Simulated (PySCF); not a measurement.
**Excited-state calculation of GeSiH6O2**

- system: GeSiH6O2, SMILES O[SiH2][O][GeH3]
- method: TDDFT PBE0/def2-SVP, vertical, gas phase, core orbitals frozen in the response (PySCF 2.14.0)

The geometry comes from this level: PBE0-D3(BJ)/def2-SVP.

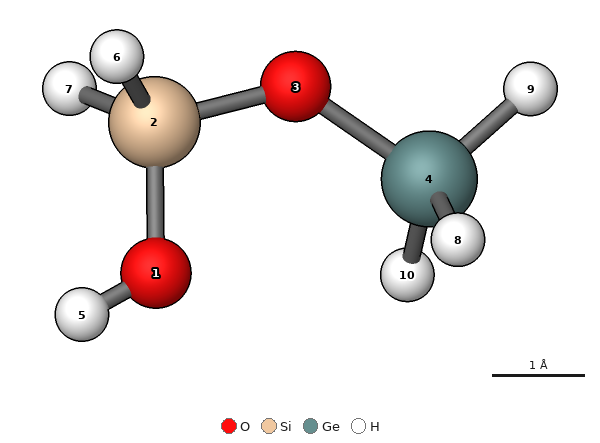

**Figure 1.** The structure (ball-and-stick view, seen at a tilt; atoms are numbered from 1 in the order of the input). Sticks mark near contacts.

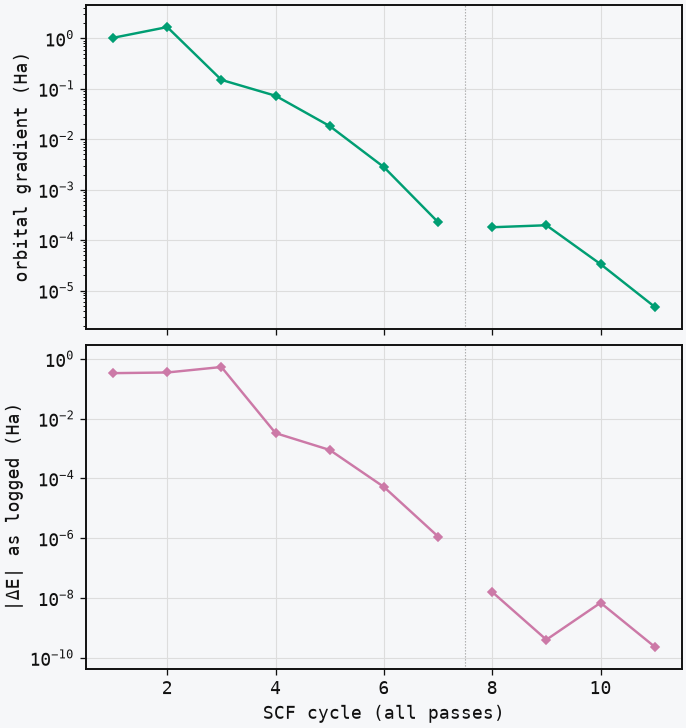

**Figure 2.** Convergence of the self-consistent field: orbital gradient and size of the energy change against the SCF cycle. The dotted line marks the change from a coarse to the final integration grid. The first 7 cycles use a coarse grid, the final grid takes over at cycle 8, and the field converges after 11 cycles in all.

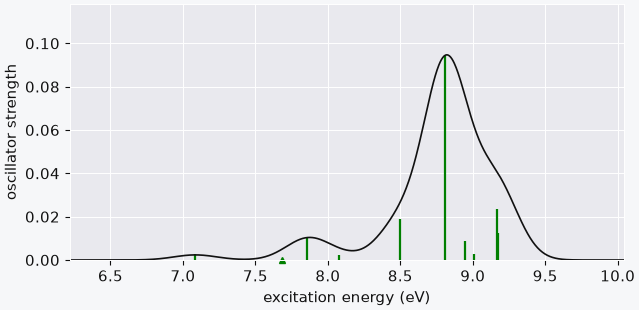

**Figure 3.** Computed excitations as sticks (degenerate states added up, dark ones marked on the axis), with a Gaussian envelope of 0.35 eV full width at half maximum, scaled to the tallest. Of the 10 states the lowest lies at 7.09 eV (f = 0.003); the strongest line is at 8.81 eV, or 141 nm (f = 0.095).

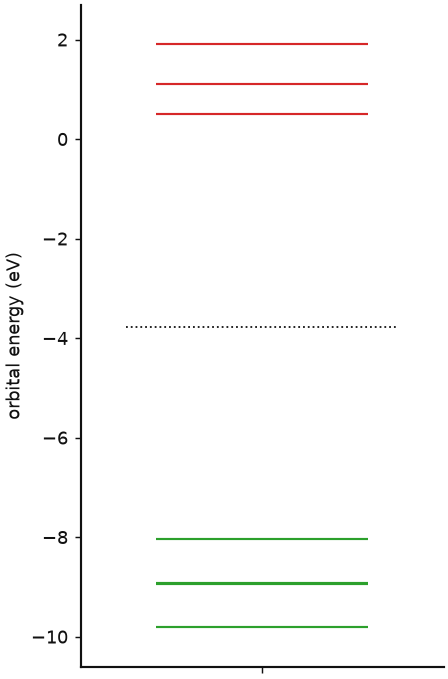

**Figure 4.** Orbital energies near the frontier; the dotted line parts filled from empty levels, and levels within 0.02 eV of each other stand side by side. Highest filled −8.03 eV, lowest empty 0.50 eV, 8.53 eV apart.

The input that produced these results follows, with the program's output.

### Input file
```
{"job": {"kind": "uv", "xc": "PBE0", "basis": "def2-SVP"}, "charge": 0, "multiplicity": 1}
O      1.153273    -1.115287     0.447522
Si     1.305064     0.469904    -0.042010
O     -0.195946     0.913630    -0.538213
Ge    -1.732801     0.003849    -0.593411
H      1.920375    -1.584902     0.782848
H      2.278354     0.591845    -1.168566
H      1.752777     1.339728     1.086933
H     -1.567487    -1.202506    -1.532139
H     -2.757202     1.004612    -1.147537
H     -2.105184    -0.441270     0.830370
```

The first line tells a small driver script what to run in PySCF; the rest is the geometry in Å.

Command:
```bash
OMP_NUM_THREADS=1 python <driver script> task.json out
```

### Log
```
coarse grid: 39024 points
cycle   1  E = -2519.4308289617  dE = -3.315e-01  |g| = 1.024e+00  |ddm| = 3.002e+00
cycle   2  E = -2519.0817791144  dE =  3.490e-01  |g| = 1.671e+00  |ddm| = 2.127e+00
cycle   3  E = -2519.6140570995  dE = -5.323e-01  |g| = 1.501e-01  |ddm| = 1.503e+00
cycle   4  E = -2519.6173243703  dE = -3.267e-03  |g| = 7.266e-02  |ddm| = 1.596e-01
cycle   5  E = -2519.6182167751  dE = -8.924e-04  |g| = 1.823e-02  |ddm| = 6.123e-02
cycle   6  E = -2519.6182684900  dE = -5.171e-05  |g| = 2.804e-03  |ddm| = 1.392e-02
cycle   7  E = -2519.6182696247  dE = -1.135e-06  |g| = 2.275e-04  |ddm| = 2.177e-03
final grid: 79616 points
cycle   8  E = -2519.6181866823  dE = -1.581e-08  |g| = 1.802e-04  |ddm| = 6.373e-04
cycle   9  E = -2519.6181866819  dE =  3.997e-10  |g| = 1.974e-04  |ddm| = 3.419e-04
cycle  10  E = -2519.6181866888  dE = -6.881e-09  |g| = 3.351e-05  |ddm| = 1.645e-04
cycle  11  E = -2519.6181866890  dE = -2.324e-10  |g| = 4.771e-06  |ddm| = 3.419e-05
converged SCF energy = -2519.6181866890

Static polarisability (au): isotropic 53.612, principal 49.450 50.656 60.731

Singlet excitations
state   eV       nm        f      main configurations
  1   7.0860    175.0   0.00263   H->L 0.93
  2   7.6806    161.4   0.00009   H->L+1 0.85, H-1->L 0.08
  3   7.8578    157.8   0.01075   H-2->L 0.98
  4   8.0771    153.5   0.00235   H-1->L 0.84
  5   8.4970    145.9   0.01879   H-1->L+1 0.82
  6   8.8077    140.8   0.09468   H->L+2 0.64, H->L+3 0.17, H->L+4 0.09
  7   8.9451    138.6   0.00883   H-2->L+1 0.87
  8   9.0092    137.6   0.00288   H->L+3 0.28, H->L+2 0.28, H-4->L 0.15
  9   9.1651    135.3   0.02371   H->L+4 0.46, H->L+3 0.30
 10   9.1754    135.1   0.01231   H-4->L 0.74, H->L+4 0.10

Triplet excitations (Tamm-Dancoff, eV): 6.6987 7.2858 7.3787 7.8207
```

### Summary

```tsv
quantity	value
outcome	converged
total energy	−2519.618187 hartree
HOMO	−8.03 eV
LUMO	0.50 eV
dipole moment	1.49 D
mean polarisability	53.61 a.u.
lowest singlet excitation	7.09 eV
hardware	1 CPU thread, shared host
wall time	19 s
peak memory	0.53 GiB
```

### Notes

Spin–orbit coupling is left out, which matters for the heavy atoms.
